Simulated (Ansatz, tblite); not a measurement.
# SnBrH3 (SnH3Br): spin states and exact exchange

Aim: set other spin states of SnBrH3 (SnH3Br) against its singlet, on many levels of theory.

Method: as each input shows; program: Ansatz 0.2.0, Gaussian basis.

Plan: triplet, at the geometry of the singlet (GFN1-xTB, GFN2-xTB, PBE0-D4/def2-TZVP, PBE-D4/def2-TZVP, r2SCAN-D4/def2-TZVP); the singlet's energies come from earlier runs.

## Step 1: The geometry

The geometry is that of the singlet, from an earlier relaxation (r2SCAN-D4/def2-TZVP).

5 atoms, charge 0, spin multiplicity 1.

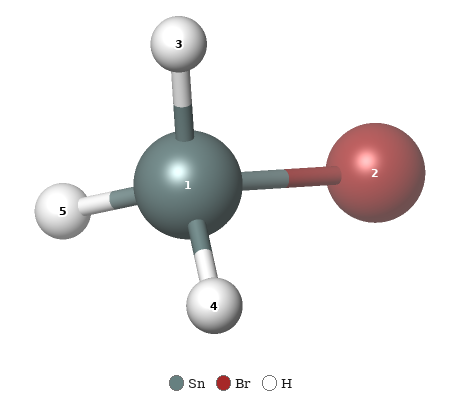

The structure; tin teal, bromine red, hydrogen white; atoms are numbered from 1 in the order of the file.

Sn takes a core potential in the def2 sets. No spin-orbit coupling is included.

## Step 2: Triplet at the fixed geometry, GFN1-xTB

Tight binding, by tblite at 300 K electronic temperature and without a spin-polarisation term:

```python
tblite.interface.Calculator('GFN1-xTB', numbers, positions, charge=0, uhf=2).singlepoint()
```

Energy -212.3832 eV; 0.049 s.

## Step 3: Triplet at the fixed geometry, GFN2-xTB

Tight binding, by tblite at 300 K electronic temperature and without a spin-polarisation term:

```python
tblite.interface.Calculator('GFN2-xTB', numbers, positions, charge=0, uhf=2).singlepoint()
```

Energy -205.3309 eV; 0.031 s.

## Step 4: Triplet at the fixed geometry, PBE0-D4/def2-TZVP

in.yaml reads:

```yaml
crystal:
  periodic: [false, false, false]
  atoms:
    - {symbol: Sn, position_ang: [-0.001117, 0.001977, -0.210533]}
    - {symbol: Br, position_ang: [0.012518, -0.021128, 2.277667]}
    - {symbol: H, position_ang: [1.627262, 0.011186, -0.698069]}
    - {symbol: H, position_ang: [-0.823468, 1.416431, -0.671424]}
    - {symbol: H, position_ang: [-0.815195, -1.408465, -0.697642]}
basis:
  gaussian: {orbitals: def2-TZVP}
magnetization: {spin_polarized: true, initial_magnetization: 2}
hamiltonian: {xc: pbe0, dispersion: d4}
scf: {omitted_lower_state_checks: [starts]}
output: {orbitals: {seedname: orbitals}}
```

Started as:

```console
$ ansatz run in.yaml --threads 4 --pin off --events-out ev --progress --plain --max-ram 3916MiB
```

Standard output:

```text
Functional definition: PBE0
  name "PBE0"
  cite "Adamo & Barone, J. Chem. Phys. 110, 6158 (1999) doi:10.1063/1.478522"
  cite "Perdew, Burke & Ernzerhof, Phys. Rev. Lett. 77, 3865 (1996) doi:10.1103/PhysRevLett.77.3865"
  parent pbe
  parameter a = 0.25
  parameter kappa = 0.804
  parameter beta = 0.06672455060314922
  exchange = (1 - a)*pbe_x(kappa = kappa, mu = beta*pi^2/3) + a*exact_x
  correlation = pbe_c(beta = beta)
these checks for a lower state are left out or cut short: starts
952 factors; integrals over basis functions are off by at most 1.2e-3 eV
mean field evaluation 1: about -75913.0169 eV, gradient 1.1e1 eV
mean field evaluation 2: about -75911.3413 eV, gradient 1.8e1 eV
mean field evaluation 4: about -75913.8812 eV, gradient 1.3e0 eV
mean field evaluation 8: about -75913.9422 eV, gradient 1.6e-1 eV
mean field evaluation 16: about -75913.9427 eV, gradient 1.2e-3 eV
mean field evaluation 32: about -75913.9427 eV, gradient 2.1e-4 eV
mean field -75913.94267142 eV, -2789.7859368563 hartree, gradient 1.6e-6 eV, S^2 2.005301; 0 other end points of the search recorded, 0 dependent functions left out
reference -75913.94270852 eV, -2789.7859382195 hartree; 31, 29 occupied and 85, 87 virtual orbitals, 952 factors
Total energy: -75914.01790671 eV, -2789.7887017020 hartree
Checks for a lower state left out: starts
```

It took 54 s on 4 threads of Intel Xeon at 2.50GHz, shared host.

HOMO -3.09 eV, LUMO -6.84 eV (over both spins; with the spin held, an empty level of the minority spin lies below the top filled one); ⟨S²⟩ 2.005 (pure: 2.00).

## Step 5: Triplet at the fixed geometry, PBE-D4/def2-TZVP

start.molden holds the orbitals of an earlier run on this state, given as this run's starting guess.

in.yaml, as its differences from that of step 4:

```diff
@@ -9,5 +9,5 @@
 basis:
-  gaussian: {orbitals: def2-TZVP}
+  gaussian: {orbitals: def2-TZVP, initial_orbitals: start.molden}
 magnetization: {spin_polarized: true, initial_magnetization: 2}
-hamiltonian: {xc: pbe0, dispersion: d4}
+hamiltonian: {xc: pbe, dispersion: d4}
 scf: {omitted_lower_state_checks: [starts]}
```

Same command.

Standard output:

```text
Functional definition: PBE
  name "PBE"
  cite "Perdew, Burke & Ernzerhof, Phys. Rev. Lett. 77, 3865 (1996) doi:10.1103/PhysRevLett.77.3865"
  parent pbe
  parameter kappa = 0.804
  parameter beta = 0.06672455060314922
  exchange = pbe_x(kappa = kappa, mu = beta*pi^2/3)
  correlation = pbe_c(beta = beta)
these checks for a lower state are left out or cut short: starts
896 factors; their error is unknown
mean field evaluation 1: about -75911.3076 eV, gradient 6.4e0 eV
mean field evaluation 2: about -75911.4214 eV, gradient 2.7e-1 eV
mean field evaluation 4: about -75911.3994 eV, gradient 6.3e-2 eV
mean field evaluation 8: about -75911.3994 eV, gradient 1.4e-4 eV
mean field evaluation 16: about -75911.3994 eV, gradient 4.1e-5 eV
mean field -75911.39940399 eV, -2789.6924735019 hartree, gradient 2.7e-6 eV, S^2 2.002598; 0 other end points of the search recorded, 0 dependent functions left out
reference -75911.39945309 eV, -2789.6924753065 hartree; 31, 29 occupied and 85, 87 virtual orbitals, 896 factors
Total energy: -75911.48807315 eV, -2789.6957320337 hartree
Checks for a lower state left out: starts
```

Run time: 20 s. Hardware: 4 threads of Intel Xeon at 2.50GHz, shared host.

Report: HOMO -2.38 eV, LUMO -7.49 eV (over both spins; with the spin held, an empty level of the minority spin lies below the top filled one); ⟨S²⟩ 2.003 (pure: 2.00).

## Step 6: Triplet at the fixed geometry, r2SCAN-D4/def2-TZVP

in.yaml, as its differences from that of step 5:

```diff
@@ -11,3 +11,3 @@
 magnetization: {spin_polarized: true, initial_magnetization: 2}
-hamiltonian: {xc: pbe, dispersion: d4}
+hamiltonian: {xc: r2scan, dispersion: d4}
 scf: {omitted_lower_state_checks: [starts]}
```

The command is unchanged.

Standard output:

```text
Functional definition: r2SCAN
  name "r2SCAN"
  cite "Furness, Kaplan, Ning, Perdew & Sun, J. Phys. Chem. Lett. 11, 8208 (2020) doi:10.1021/acs.jpclett.0c02405"
  cite "Furness, Kaplan, Ning, Perdew & Sun, J. Phys. Chem. Lett. 11, 9248 (2020) doi:10.1021/acs.jpclett.0c03077"
  parent r2scan
  parameter k0 = 0.174
  parameter k1 = 0.065
  parameter a1 = 4.9479
  exchange = r2scan_x(k0 = k0, k1 = k1, a1 = a1)
  correlation = r2scan_c
these checks for a lower state are left out or cut short: starts
896 factors; their error is unknown
mean field evaluation 1: about -75923.7452 eV, gradient 5.2e0 eV
mean field evaluation 2: about -75923.8024 eV, gradient 1.5e-1 eV
mean field evaluation 4: about -75923.7761 eV, gradient 6.9e-3 eV
mean field evaluation 8: about -75923.7761 eV, gradient 2.5e-5 eV
mean field -75923.77612743 eV, -2790.1473096991 hartree, gradient 7.7e-6 eV, S^2 2.006578; 0 other end points of the search recorded, 0 dependent functions left out
reference -75923.77614722 eV, -2790.1473104265 hartree; 31, 29 occupied and 85, 87 virtual orbitals, 896 factors
Total energy: -75923.79483997 eV, -2790.1479973722 hartree
Checks for a lower state left out: starts
```

Wall time 31 s (4 threads of Intel Xeon at 2.50GHz, shared host).

From the report: HOMO -2.51 eV, LUMO -7.49 eV (over both spins; with the spin held, an empty level of the minority spin lies below the top filled one); ⟨S²⟩ 2.007 (pure: 2.00).

## Step 7: Triplet less singlet, vertical

The singlet's energies are those of its earlier runs, whose logs aren't repeated here.

```csv
level,"triplet less singlet, vertical (kJ/mol)",time
GFN1-xTB,+534.4,0.058 s
GFN2-xTB,+495.3,0.037 s
PBE-D4/def2-TZVP,+494.4,24 s
r2SCAN-D4/def2-TZVP,+518.2,42 s
PBE0-D4/def2-TZVP,+524.9,64 s
```

Times add the two runs; a level without a time comes out of a correlated run. Tight binding without a spin term can't rank spin states.

## Step 8: Summary of results

| quantity | value |
| --- | --- |
| triplet less singlet, vertical, functionals in def2-TZVP | +494.4 (PBE-D4) to +524.9 kJ/mol (PBE0-D4) |

All functionals put the triplet above the singlet, over a spread of 30.5 kJ/mol. The checks for a lower triplet were left out, so another state of that spin may lie lower. These are electronic energies, without zero-point motion, entropy or surroundings.
